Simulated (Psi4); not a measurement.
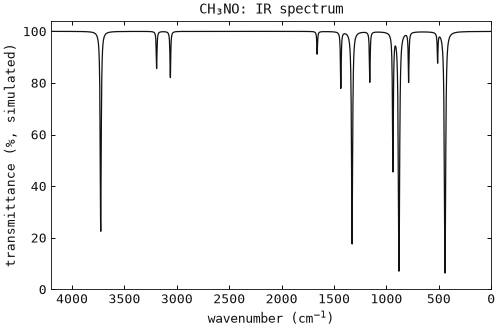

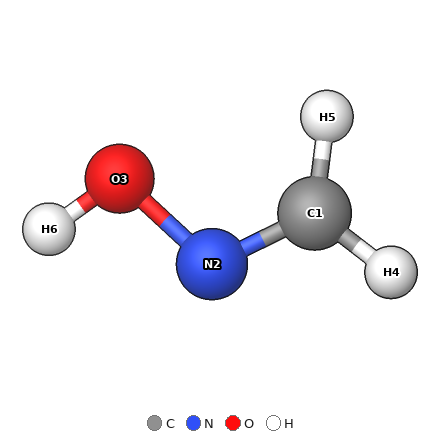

Infrared spectrum of CH₃NO (formaldoxime), SMILES C=NO. Unscaled harmonic wavenumbers and double-harmonic intensities, TPSS/6-311G(d,p), Psi4 1.11, at a geometry relaxed at this level, isolated molecule. Lorentzian lines of 8 cm⁻¹ full width. Close modes add up in the curve.

Which lines are the most intense?

Answer. 441.2 cm⁻¹ (127.7 km/mol), 880.4 cm⁻¹ (122.4 km/mol) and 1328.4 cm⁻¹ (84.6 km/mol).

Which is the highest mode?

Answer. 3726.8 cm⁻¹ (69.8 km/mol).

List the modes.

Answer.
| cm⁻¹ | km/mol |
| --- | --- |
| 441.2 | 127.7 |
| 511.8 | 5.7 |
| 788.3 | 10.1 |
| 880.4 | 122.4 |
| 938.4 | 36.6 |
| 1159.0 | 10.2 |
| 1328.4 | 84.6 |
| 1435.4 | 12.0 |
| 1661.1 | 4.4 |
| 3062.4 | 9.4 |
| 3193.1 | 7.3 |
| 3726.8 | 69.8 |
